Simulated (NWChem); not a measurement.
# A workflow on the pair BSiH5···CH3Cl

Aim: the energy (singlet CH8BClSi, B97-D/6-31G*), then the energy (singlet BSiH5, B97-D/6-31G*), then a single-point energy (singlet CH3Cl, B97-D/6-31G*), then the energy (singlet BSiH5, B97-D/6-31G*), then the energy (singlet CH3Cl, B97-D/6-31G*) of CH8BClSi and its partners. 

The results are computed with NWChem 7.3.0.

### Step 1. The structure to begin with

The species is CH8BClSi (12 atoms), meant as a singlet with charge 0. The two molecules were placed rigidly side by side, at 0.8 times their contact distance; the pair isn't optimised.

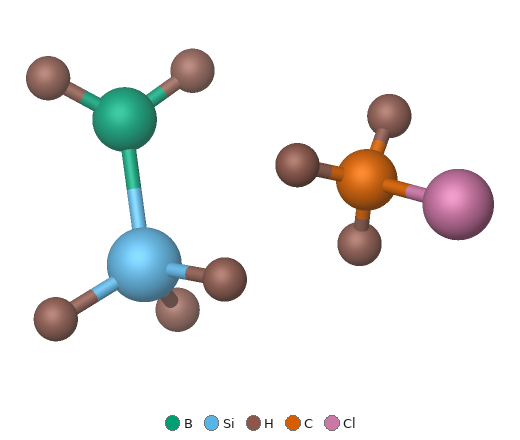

Viewed from a chosen angle; boron teal, silicon blue, hydrogen brown, carbon orange, chlorine pink.

### Step 2. A single-point energy at B97-D/6-31G(d) (spherical functions) (run 1)

File m1.nw:

```
start m1
title "CH8BClSi B97-D"
memory total 2200 mb

geometry units atomic noautosym nocenter noautoz
 B   -0.09815237  -2.22855402   0.39842986
 Si   0.15185839   1.50233227  -0.26826552
 H   -2.14434782  -3.17644064   0.56056836
 H    1.69633155  -3.57687361   0.64617295
 H   -1.18058750   2.08455689  -2.68465832
 H   -1.19494942   2.88447796   1.78794548
 H    2.76988496   2.51050116  -0.44023060
 C   -4.94393928   1.46642747   3.73757592
 Cl  -6.39685521   3.27272219   6.15659543
 H   -3.04514247   0.96459180   4.34232607
 H   -4.86980533   2.60031984   2.02512500
 H   -6.06222251  -0.22858127   3.42148143
end

basis spherical bse
 B library 6-31G*
 Si library 6-31G*
 H library 6-31G*
 C library 6-31G*
 Cl library 6-31G*
end

dft
 xc becke97-d
 grid fine
 convergence energy 1e-08
 iterations 100
 mulliken
 noprint "final vectors analysis"
end

task dft
```

Run with:

```
$ nwchem m1.nw > m1.out
```

Standard output, cut to the lines that bear on the results:

```text
[...]
          Wavefunction type:  closed shell.
          No. of atoms     :    12
          No. of electrons :    50
[...]
          Charge           :     0
          Spin multiplicity:     1
[...]
          AO basis - number of functions:    80
[...]
              XC Information
              --------------
                   Becke 97-D Method XC Functional
                  Becke 1997-D Exchange Functional  1.000
                Becke 1997-D Correlation Potential  1.000
[...]
 d= 0,ls=0.0,diis     1   -817.2818639616 -9.92D+02  1.15D-02  3.43D-01     2.4
[...]
 d= 0,ls=0.0,diis     8   -817.3326104347  1.63D-09  4.44D-06  1.29D-07    15.1
         Total DFT energy =     -817.332610434705
      One electron energy =    -1474.275255071959
           Coulomb energy =      543.573958100463
    Exchange-Corr. energy =      -61.637855143096
 Nuclear repulsion energy =      175.018872379613
    Dispersion correction =       -0.012330699726
[...]
      Total Density - Mulliken Population Analysis
     ---------------------------------------------
    Atom       Charge   Shell Charges
 -----------   ------   -------------------------------------------------------
    1 B    5     5.05   2.00  0.61  1.35  0.57  0.51  0.02
    2 Si  14    13.83   2.00  2.00  5.97  1.02  2.00  0.28  0.45  0.12
    3 H    1     0.99   0.53  0.46
    4 H    1     0.98   0.53  0.45
    5 H    1     1.05   0.51  0.53
    6 H    1     1.06   0.51  0.55
    7 H    1     1.05   0.52  0.54
    8 C    6     6.55   2.00  0.69  2.07  0.72  1.04  0.04
    9 Cl  17    17.07   2.00  2.00  5.98  1.42  3.63  0.52  1.50  0.03
   10 H    1     0.80   0.53  0.26
[...]
```

It took 16 s on 1 thread of Intel Xeon Platinum 8559C (Emerald Rapids), shared host; peak memory 0.12 GiB.

### Step 3. BSiH5: a single-point energy at B97-D/6-31G(d) (spherical functions) (run 2)

File bh5si.nw:

```
START bh5si
TITLE "BH5Si energy"
memory 2200 mb
GEOMETRY units angstroms noautosym nocenter noautoz
B    -0.051940   -1.179300    0.210840
Si    0.080360    0.795000   -0.141960
H    -1.134740   -1.680900    0.296640
H     0.897660   -1.892800    0.341940
H    -0.624740    1.103100   -1.420660
H    -0.632340    1.526400    0.946140
H     1.465760    1.328500   -0.232960
END
BASIS "ao basis" spherical bse
* library 6-31G*
END
DFT
xc becke97-d
mult 1
grid fine
convergence energy 1e-08
maxiter 100
mulliken
print low
END
TASK dft energy
```

Run with:

```
$ nwchem bh5si.nw > bh5si.out
```

Standard output, cut to the lines that bear on the results:

```text
[...]
 d= 0,ls=0.0,diis     1   -317.2325045996 -3.65D+02  1.10D-02  1.11D-01     0.8
[...]
 d= 0,ls=0.0,diis     8   -317.2538008189 -3.45D-10  1.35D-07  1.55D-11     4.5
         Total DFT energy =     -317.253800818930
      One electron energy =     -531.606120308701
           Coulomb energy =      193.588485411677
    Exchange-Corr. energy =      -26.795804802035
 Nuclear repulsion energy =       47.564452381929
    Dispersion correction =       -0.004813501801
[...]
      Total Density - Mulliken Population Analysis
     ---------------------------------------------
    Atom       Charge   Shell Charges
 -----------   ------   -------------------------------------------------------
    1 B    5     5.04   2.00  0.61  1.34  0.57  0.51  0.02
    2 Si  14    13.84   2.00  2.00  5.97  1.01  1.99  0.28  0.47  0.12
    3 H    1     0.99   0.53  0.46
    4 H    1     0.98   0.53  0.46
    5 H    1     1.05   0.51  0.54
    6 H    1     1.05   0.51  0.54
    7 H    1     1.05   0.52  0.54
[...]
```

Wall time 5.1 s (1 thread of Intel Xeon Platinum 8559C (Emerald Rapids), shared host); peak memory 0.11 GiB.

### Step 4. CH3Cl: a single-point energy at B97-D/6-31G(d) (spherical functions) (run 3)

File geom.nw:

```
start geom
memory stack 880 mb heap 220 mb global 1100 mb

geometry noautosym nocenter noautoz
  C    -2.616220    0.776000    1.977840
  Cl   -3.385070    1.731850    3.257930
  H    -1.611420    0.510440    2.297860
  H    -2.576990    1.376030    1.071650
  H    -3.207990   -0.120960    1.810570
end

basis spherical bse
  * library 6-31G*
end

dft
  xc becke97-d
  grid fine
  convergence energy 1e-08
  maxiter 100
  mulliken
  noprint "final vectors analysis"
end

task dft energy
```

Run with:

```
$ nwchem geom.nw > geom.out
```

Standard output, cut to the lines that bear on the results:

```text
[...]
          Wavefunction type:  closed shell.
          No. of atoms     :     5
          No. of electrons :    26
[...]
          Charge           :     0
          Spin multiplicity:     1
[...]
          AO basis - number of functions:    38
[...]
              XC Information
              --------------
                   Becke 97-D Method XC Functional
                  Becke 1997-D Exchange Functional  1.000
                Becke 1997-D Correlation Potential  1.000
[...]
 d= 0,ls=0.0,diis     1   -500.0580166838 -5.52D+02  1.99D-02  2.22D-01     0.5
[...]
 d= 0,ls=0.0,diis     8   -500.0860464737  1.10D-09  3.03D-06  2.99D-08     3.0
         Total DFT energy =     -500.086046473712
      One electron energy =     -791.043477543504
           Coulomb energy =      274.247761440831
    Exchange-Corr. energy =      -34.827318080383
 Nuclear repulsion energy =       51.538374755654
    Dispersion correction =       -0.001387046309
[...]
      Total Density - Mulliken Population Analysis
     ---------------------------------------------
    Atom       Charge   Shell Charges
 -----------   ------   -------------------------------------------------------
    1 C    6     6.54   2.00  0.69  2.07  0.71  1.04  0.04
    2 Cl  17    17.08   2.00  2.00  5.98  1.42  3.63  0.52  1.50  0.03
    3 H    1     0.79   0.53  0.26
    4 H    1     0.79   0.53  0.26
    5 H    1     0.79   0.53  0.26
[...]
```

Run time: 3.6 s. Hardware: 1 thread of Intel Xeon Platinum 8559C (Emerald Rapids), shared host; peak memory 0.11 GiB.

### Step 5. BSiH5 among ghost functions: a single-point energy at B97-D/6-31G(d) (spherical functions, with ghost functions) (run 4)

File bh5si.nw:

```
START bh5si
TITLE "BH5Si"
memory stack 880 mb heap 220 mb global 1100 mb

GEOMETRY units angstroms noautosym nocenter noautoz
  B     -0.051940    -1.179300     0.210840
  Si     0.080360     0.795000    -0.141960
  H     -1.134740    -1.680900     0.296640
  H      0.897660    -1.892800     0.341940
  H     -0.624740     1.103100    -1.420660
  H     -0.632340     1.526400     0.946140
  H      1.465760     1.328500    -0.232960
  bqC     -2.616220     0.776000     1.977840
  bqCl    -3.385070     1.731850     3.257930
  bqH     -1.611420     0.510440     2.297860
  bqH     -2.576990     1.376030     1.071650
  bqH     -3.207990    -0.120960     1.810570
END

BASIS spherical bse
  B library 6-31G*
  Si library 6-31G*
  H library 6-31G*
  bqC library C 6-31G*
  bqCl library Cl 6-31G*
  bqH library H 6-31G*
END

DFT
  xc becke97-d
  grid fine
  convergence energy 1e-08
  iterations 100
  mulliken
  print low
END

TASK dft
```

Run with:

```
$ nwchem bh5si.nw > bh5si.out
```

Standard output, cut to the lines that bear on the results:

```text
[...]
 d= 0,ls=0.0,diis     1   -317.2327901244 -3.65D+02  5.84D-03  1.12D-01     2.2
[...]
 d= 0,ls=0.0,diis     8   -317.2541328588 -3.48D-10  7.26D-08  1.59D-11    14.2
         Total DFT energy =     -317.254132858765
      One electron energy =     -531.598951344653
           Coulomb energy =      193.579904450364
    Exchange-Corr. energy =      -26.794724844604
 Nuclear repulsion energy =       47.564452381929
    Dispersion correction =       -0.004813501801
[...]
      Total Density - Mulliken Population Analysis
     ---------------------------------------------
    Atom       Charge   Shell Charges
 -----------   ------   -------------------------------------------------------
    1 B    5     5.04   2.00  0.61  1.34  0.57  0.51  0.02
    2 Si  14    13.82   2.00  2.00  5.97  1.02  1.99  0.28  0.45  0.12
    3 H    1     0.99   0.53  0.46
    4 H    1     0.98   0.53  0.46
    5 H    1     1.05   0.51  0.54
    6 H    1     1.05   0.51  0.54
    7 H    1     1.06   0.52  0.54
    8 X    0    -0.00   0.00  0.00 -0.00 -0.00 -0.00 -0.00
    9 X    0     0.00  -0.00 -0.00 -0.00 -0.00 -0.00  0.00  0.00  0.00
   10 X    0     0.01  -0.00  0.01
[...]
```

It took 15 s on 1 thread of Intel Xeon Platinum 8559C (Emerald Rapids), shared host; peak memory 0.12 GiB.

### Step 6. CH3Cl among ghost functions: the energy at B97-D/6-31G(d) (spherical functions, with ghost functions) (run 5)

File calc.nw:

```
echo
start calc
title "CH3Cl"
memory total 2200 mb

geometry units bohr noautosym nocenter noautoz
   C     -4.94393928     1.46642747     3.73757592
   Cl    -6.39685521     3.27272219     6.15659543
   H     -3.04514247     0.96459180     4.34232607
   H     -4.86980533     2.60031984     2.02512500
   H     -6.06222251    -0.22858127     3.42148143
   bqB     -0.098152    -2.228554     0.398430
   bqSi     0.151858     1.502332    -0.268266
   bqH     -2.144348    -3.176441     0.560568
   bqH      1.696332    -3.576874     0.646173
   bqH     -1.180587     2.084557    -2.684658
   bqH     -1.194949     2.884478     1.787945
   bqH      2.769885     2.510501    -0.440231
end

basis spherical bse
   C library 6-31G*
   Cl library 6-31G*
   H library 6-31G*
   bqB library B 6-31G*
   bqSi library Si 6-31G*
   bqH library H 6-31G*
end

dft
   xc becke97-d
   mult 1
   grid fine
   convergence energy 1e-08
   iterations 100
   mulliken
   print low
end

task dft
```

Run with:

```
$ nwchem calc.nw > calc.out
```

Standard output, cut to the lines that bear on the results:

```text
[...]
 d= 0,ls=0.0,diis     1   -500.0583556271 -5.52D+02  9.44D-03  2.25D-01     2.1
[...]
 d= 0,ls=0.0,diis     8   -500.0864254622  1.14D-09  1.47D-06  3.14D-08    14.3
         Total DFT energy =     -500.086425462196
      One electron energy =     -791.028432212512
           Coulomb energy =      274.230811086313
    Exchange-Corr. energy =      -34.825788356067
 Nuclear repulsion energy =       51.538371067369
    Dispersion correction =       -0.001387047298
[...]
      Total Density - Mulliken Population Analysis
     ---------------------------------------------
    Atom       Charge   Shell Charges
 -----------   ------   -------------------------------------------------------
    1 C    6     6.56   2.00  0.69  2.07  0.72  1.04  0.04
    2 Cl  17    17.07   2.00  2.00  5.98  1.42  3.63  0.52  1.50  0.03
    3 H    1     0.78   0.53  0.25
    4 H    1     0.78   0.53  0.25
    5 H    1     0.79   0.53  0.26
    6 X    0    -0.00  -0.00 -0.00  0.00  0.00 -0.00  0.00
    7 X    0     0.01  -0.00 -0.00  0.00 -0.00 -0.00  0.00  0.01 -0.00
    8 X    0     0.00  -0.00  0.00
    9 X    0    -0.00   0.00 -0.00
   10 X    0    -0.00  -0.00 -0.00
[...]
```

It took 15 s on 1 thread of Intel Xeon Platinum 8559C (Emerald Rapids), shared host; peak memory 0.12 GiB.

### Step 7. What came out

| quantity | value |
| --- | --- |
| run 1, B97-D/6-31G*: total energy | -817.33261 Eh |
| run 1, B97-D/6-31G*: dipole moment | 2.16 D |
| run 1, B97-D/6-31G*: dispersion energy | -32.37 kJ/mol |
| BSiH5: total energy | -317.25380 Eh |
| BSiH5: dispersion energy | -12.64 kJ/mol |
| CH3Cl: total energy | -500.08605 Eh |
| CH3Cl: dipole moment | 1.99 D |
| CH3Cl: dispersion energy | -3.64 kJ/mol |
| BSiH5 among ghost functions: total energy | -317.25413 Eh |
| BSiH5 among ghost functions: dispersion energy | -12.64 kJ/mol |
| CH3Cl among ghost functions: total energy | -500.08643 Eh |
| CH3Cl among ghost functions: dispersion energy | -3.64 kJ/mol |
| interaction energy of the rigid parts BSiH5 and CH3Cl (parts in their own basis; closest atoms 1.95 Å apart) | 0.197 eV |
| interaction energy of the rigid parts BSiH5 and CH3Cl (parts in the whole basis, counterpoise; closest atoms 1.95 Å apart) | 0.216 eV |

**Reading.** The interaction energy of the rigid parts BSiH5 and CH3Cl (parts in their own basis; closest atoms 1.95 Å apart) is 0.20 eV (4.5 kcal/mol): the parts repel at this shape. Without counterpoise this holds the superposition error of the basis. The interaction energy of the rigid parts BSiH5 and CH3Cl (parts in the whole basis, counterpoise; closest atoms 1.95 Å apart) is 0.22 eV (20.9 kJ/mol): the parts repel at this shape. The basis-set superposition error is 1.9 kJ/mol.
